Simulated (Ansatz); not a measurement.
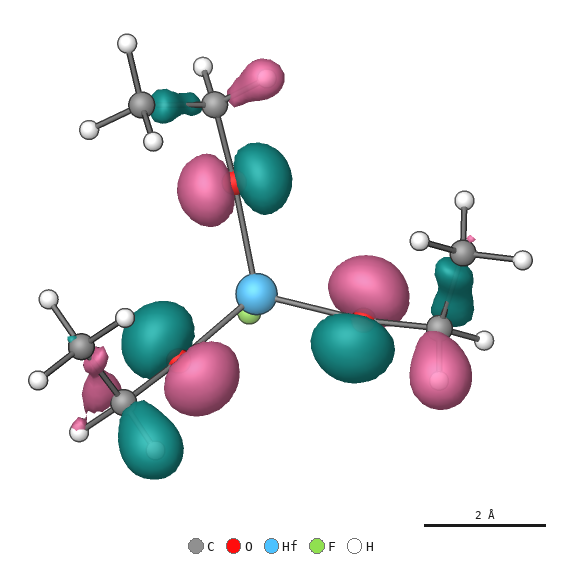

Figure 1: C$_{6}$H$_{15}$FHfO$_{3}$ (SMILES CC[O][Hf]([F])([O]CC)[O]CC). The HOMO at ±0.15 Å⁻³ᐟ² (teal and pink are the two phases), seen across its widest extent.

Geometry: PBE0-D4/def2-TZVP; core potentials replace the inner electrons of Hf.

These are results of RKS PBE0-D4/def2-TZVPP (Ansatz), not measurements.

Input file:

```
crystal:
  periodic: [false, false, false]
  atoms:
    - {symbol: C, position_ang: [1.024843, 2.212010, 1.906463]}
    - {symbol: C, position_ang: [0.090397, 2.591813, 0.778803]}
    - {symbol: O, position_ang: [-0.688180, 1.512140, 0.371422]}
    - {symbol: Hf, position_ang: [-1.557063, -0.121174, -0.133208]}
    - {symbol: F, position_ang: [-3.463570, 0.083678, 0.104085]}
    - {symbol: O, position_ang: [-1.187561, -0.505081, -1.977742]}
    - {symbol: C, position_ang: [-0.721759, -0.651724, -3.281150]}
    - {symbol: C, position_ang: [0.337796, 0.376133, -3.614202]}
    - {symbol: O, position_ang: [-0.935901, -1.559688, 0.975013]}
    - {symbol: C, position_ang: [-0.314331, -2.531445, 1.753936]}
    - {symbol: C, position_ang: [0.908349, -1.984441, 2.457739]}
    - {symbol: H, position_ang: [0.459156, 1.860402, 2.772299]}
    - {symbol: H, position_ang: [1.703435, 1.414894, 1.593941]}
    - {symbol: H, position_ang: [1.623877, 3.073073, 2.213671]}
    - {symbol: H, position_ang: [0.667186, 2.962556, -0.078299]}
    - {symbol: H, position_ang: [-0.571050, 3.406793, 1.097991]}
    - {symbol: H, position_ang: [-1.567219, -0.556847, -3.973924]}
    - {symbol: H, position_ang: [-0.315904, -1.663718, -3.406372]}
    - {symbol: H, position_ang: [-0.061314, 1.387506, -3.508115]}
    - {symbol: H, position_ang: [0.685616, 0.249343, -4.642634]}
    - {symbol: H, position_ang: [1.196829, 0.274416, -2.946539]}
    - {symbol: H, position_ang: [-0.032483, -3.378751, 1.115855]}
    - {symbol: H, position_ang: [-1.033252, -2.909835, 2.491300]}
    - {symbol: H, position_ang: [0.636949, -1.150195, 3.108490]}
    - {symbol: H, position_ang: [1.643661, -1.628097, 1.732256]}
    - {symbol: H, position_ang: [1.377392, -2.759762, 3.068918]}
basis:
  gaussian: {orbitals: def2-TZVPP}
hamiltonian: {xc: pbe0, dispersion: d4}
output: {orbitals: {seedname: orbitals}}
```

Launched as:

```sh
ansatz run in.yaml --threads 11 --pin off --events-out ev --progress --plain --max-ram 174080MiB --backend cuda --devices 0, --max-vram 75GiB
```

**Describe this orbital and give its energy.**

It lies mainly on O6 (about 25 %), O9 (about 20 %) and O3 (about 15 %). Its energy is −7.78 eV.
